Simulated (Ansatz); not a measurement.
System: AlGa₇O₁₂.

```cif
data_structure
_symmetry_space_group_name_H-M 'P 1'
_symmetry_Int_Tables_number 1
_cell_length_a 6.0691
_cell_length_b 6.3030
_cell_length_c 6.5332
_cell_angle_alpha 71.671
_cell_angle_beta 62.323
_cell_angle_gamma 76.075
_cell_volume 208.76
loop_
_atom_site_label
_atom_site_type_symbol
_atom_site_fract_x
_atom_site_fract_y
_atom_site_fract_z
_atom_site_occupancy
Al1 Al 0.14837 0.81825 0.79456 1
Ga1 Ga 0.64708 0.82197 0.79410 1
Ga2 Ga 0.85281 0.18099 0.20337 1
Ga3 Ga 0.35252 0.18013 0.20556 1
Ga4 Ga 0.67361 0.68248 0.31391 1
Ga5 Ga 0.17108 0.68339 0.31357 1
Ga6 Ga 0.32738 0.31752 0.68530 1
Ga7 Ga 0.82933 0.31474 0.68525 1
O1 O 0.52733 0.67058 0.10977 1
O2 O 0.03081 0.67686 0.10017 1
O3 O 0.47389 0.32644 0.89023 1
O4 O 0.97096 0.33309 0.89031 1
O5 O 0.30139 0.65666 0.57025 1
O6 O 0.80527 0.65408 0.56149 1
O7 O 0.69472 0.34578 0.43761 1
O8 O 0.19480 0.34798 0.43654 1
O9 O 0.61965 0.00710 0.25772 1
O10 O 0.11895 0.00776 0.25775 1
O11 O 0.37154 0.98768 0.74644 1
O12 O 0.88851 0.98649 0.74611 1
```

Space group P1; a generated structure, not necessarily the stable one.

Method: DFT PBEsol, spin-orbit coupling, plane waves, PAW in Ansatz 0.2.0.

Predict the valence pseudo-density and electron localisation function between the atoms.

Ga–O (1.94 Å): ρ is about 0.68 e/Å³ halfway; the ELF peaks at about 0.85 in the valence shell of O, 0.6 Å from its nucleus, and is about 0.35 at the midpoint.

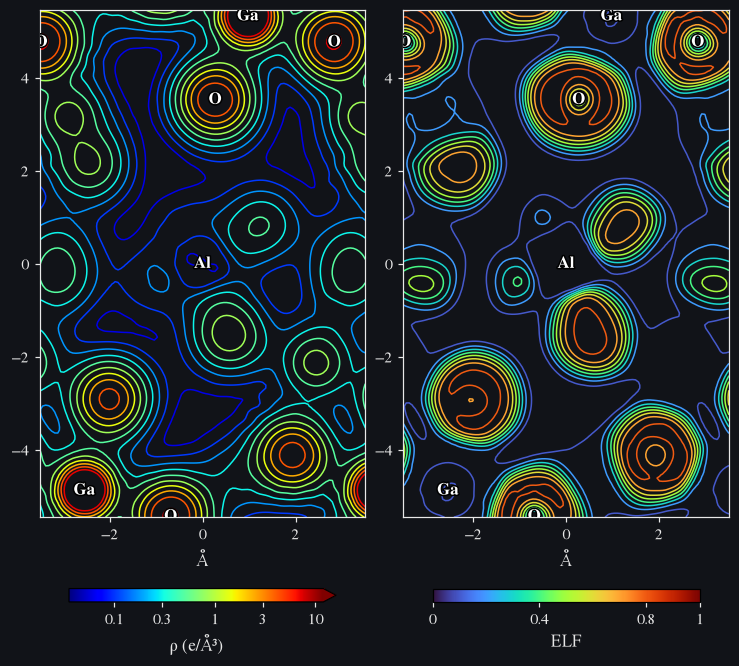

Computed valence pseudo-density and electron localisation function on the (101̄) plane of the conventional cell, in this order. Atoms just off the plane (Ga, 0.7 Å away and O, 0.3 Å away) can leave unmarked features too.
